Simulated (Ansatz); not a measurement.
The starting structures come from a database of crystals and need not be the phases stable at ambient conditions.

 Where the default PAW files enter, the runs use the earlier of Ansatz's two default sets.

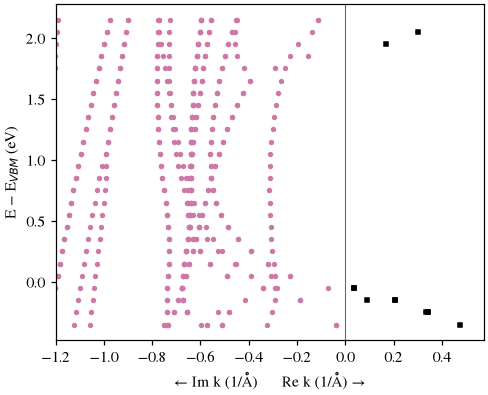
Figure: Complex bands at the centre of the two-dimensional zone; r2SCAN (Ansatz, a quantum-chemistry and plane-wave program)

The gap is the functional's own, uncorrected, and κ follows it; spin-orbit coupling is left out. Mid-gap values are interpolated between the computed energies.

Task: This is Ca2HN (Fd-3m, not sure to be the ambient phase, 16 atoms a cell, 15.5 Å³ an atom, 2 GPa at this level) along the normal of (111). Read off the slowest decay at the centre of the two-dimensional zone at 0.95 eV, the computed energy nearest the middle of the gap.

Result: κ ≈ 0.31 1/Å, a decay length 1/(2κ) of the density of 1.6 Å.
